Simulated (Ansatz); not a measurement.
# Fields on a plane of Cu2O (cuprite type, space group Pn-3m)

```
Cu2O
1.0
    4.24441     0.00000     0.00000
    0.00000     4.24441     0.00000
    0.00000     0.00000     4.24441
Cu O
4 2
Cartesian
  3.18330   3.18330   3.18330
  3.18330   1.06110   1.06110
  1.06110   3.18330   1.06110
  1.06110   1.06110   3.18330
  0.00000   0.00000   0.00000
  2.12220   2.12220   2.12220
```

The slice is a {210} plane (indices of the conventional cell) through the point (0.750, 0.250, 0.250) (fractional), spanned by u = [100] and v = [021] in vectors of this cell: u (4.24 Å) and v (9.49 Å, at 90° to u). It covers one period; positions are fractions (u, v).

Atoms on it: Cu at (0.00, 0.00); Cu at (0.50, 0.50). Other atoms lie within 1 Å of the plane.

These are r2SCAN (plane waves to 500 eV, PAW, scalar-relativistic; Ansatz, a quantum-chemistry and plane-wave program) values and carry that method's errors. k mesh 8×8×8. These are valence fields of a PAW run, semicore shells included where kept as valence: close to a nucleus they are smooth pseudo fields. Cu2O is run without spin polarisation. Cu2O was relaxed with its symmetry unable to fall. The PAW data are Ansatz's earlier set.

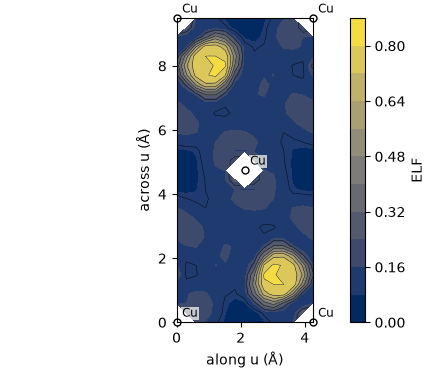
Electron localisation function (ELF), one period of the plane, atoms marked. Points within 0.4 Å of a nucleus are left white, as the pseudised field means little there.

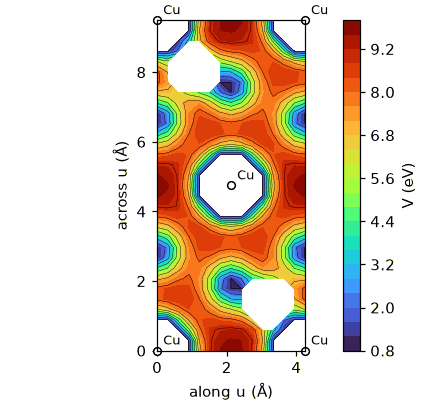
Figure: Electrostatic potential energy of an electron, from the cell's mean, in eV, one period of the plane, atoms marked. Points within 0.8 Å of a nucleus are left white, as the pseudised field means little there. Values under 1 eV are set to 1. The zero, the cell's mean, hangs on the PAW cores.
